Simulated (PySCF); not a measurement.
SMILES Cl[Si](Cl)(Cl)[OH+][Si](Cl)(Cl)Cl (charge +1) at its PBE0/def2-SVP optimised geometry (Å):

```
10

Cl    -2.2301    -3.6683    -1.8325
Si    -2.3185    -1.7615    -2.4247
Cl    -1.8822    -1.4767    -4.3621
Cl    -3.8992    -0.7456    -1.7395
O     -0.9044    -0.9425    -1.6435
Si    -0.5716    -0.2576     0.0000
Cl    -1.4343    -1.5641     1.2446
Cl    -1.3942     1.5641     0.0000
Cl     1.4343    -0.2576     0.0000
H     -0.1454    -0.8431    -2.2532
```

Level of theory: PBE0/def2-TZVP (PySCF). Cells within 0.4 Å of a nucleus heavier than hydrogen are left out (blank, or x).

Map of the LUMO amplitude (bohr^(-3/2)) on the plane z = 1.2 Å; orbital energy -5.38 eV, overall sign arbitrary:

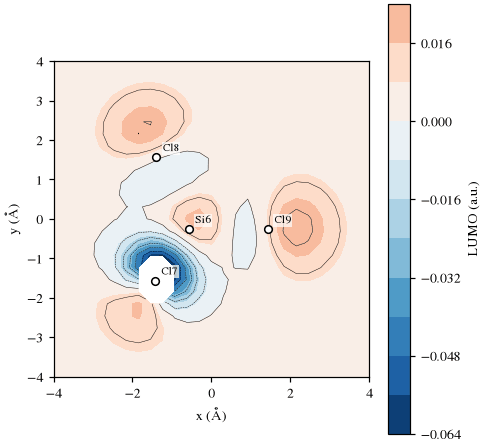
Fig. 1. LUMO amplitude (bohr^(-3/2)) on the plane z = 1.2 Å.
